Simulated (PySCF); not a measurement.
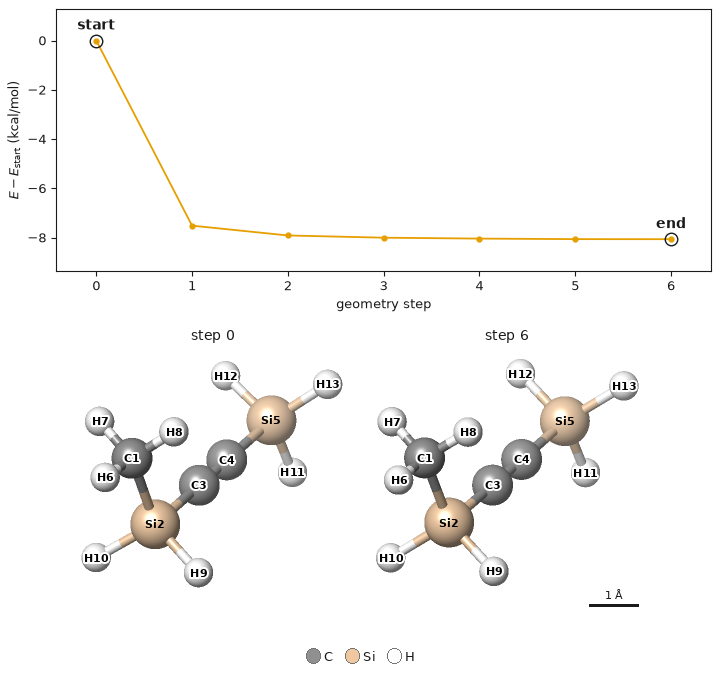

First and last geometry of a relaxation of C₃H₈Si₂, with the history of the run. The picture is a ball-and-stick view, seen from a free direction.

The start comes from GFN2-xTB. Its atoms were then displaced at random by about 0.01 Å.

The calculation used PySCF, PBE0-D3(BJ)/def2-SVP geometry optimisation, gas phase. 

What do the curves and the structures tell?

Answer. It converged. H6 moves most after the best rigid fit: 0.058 Å. Largest moves by element: H 0.058 Å, Si 0.041 Å, C 0.040 Å. Near-neighbour distances that change, for instance: C3–C4 1.161 → 1.225 Å, C4–Si5 1.885 → 1.834 Å, Si5–H13 1.454 → 1.492 Å, C1–H6 1.065 → 1.101 Å. Among the angles between lasting bonds that change: H6–C1–H7 106.1° → 108.4°. Over 6 geometry steps the energy falls by 8.07 kcal/mol.

```json
{"step": "0", "E − E(0), kcal/mol": "0.00"}
{"step": "1", "E − E(0), kcal/mol": "-7.52"}
{"step": "2", "E − E(0), kcal/mol": "-7.91"}
{"step": "3", "E − E(0), kcal/mol": "-8.00"}
{"step": "4", "E − E(0), kcal/mol": "-8.04"}
{"step": "5", "E − E(0), kcal/mol": "-8.06"}
{"step": "6", "E − E(0), kcal/mol": "-8.07"}
```
